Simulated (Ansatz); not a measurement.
Take ZnS in the zinc blende structure (space group F-43m, No. 216; a = 5.389 Å) as the base.

Modification: a hydrostatic pressure of 30 GPa.

All numbers come from DFT with r2SCAN, PAW potentials and a 500 eV plane-wave cutoff in Ansatz (a program for electronic structure), no SOC.

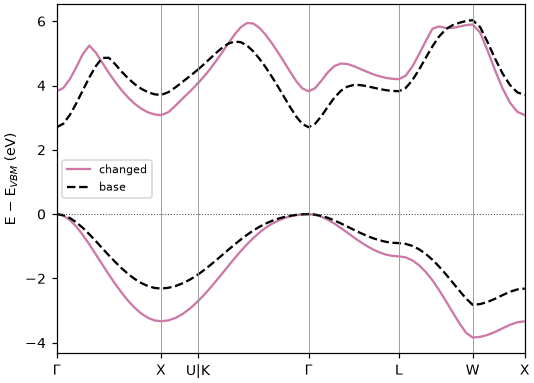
Highest valence and lowest conduction band along the path, each from its own valence-band maximum

Question: Read the changed gap and its character from the plot.

Answer: About 3.1 eV, indirect, Γ → X.

Load acts through the strain it causes; cell and atoms are relaxed under it. Stability against distortions was not tested. Measured, ZnS leaves this structure (for rock salt) near 14.7 GPa (temperature not stated; as listed in Datta, Sujoy, Jana, Debnarayan, arXiv (2020)), on rising pressure, with hysteresis.
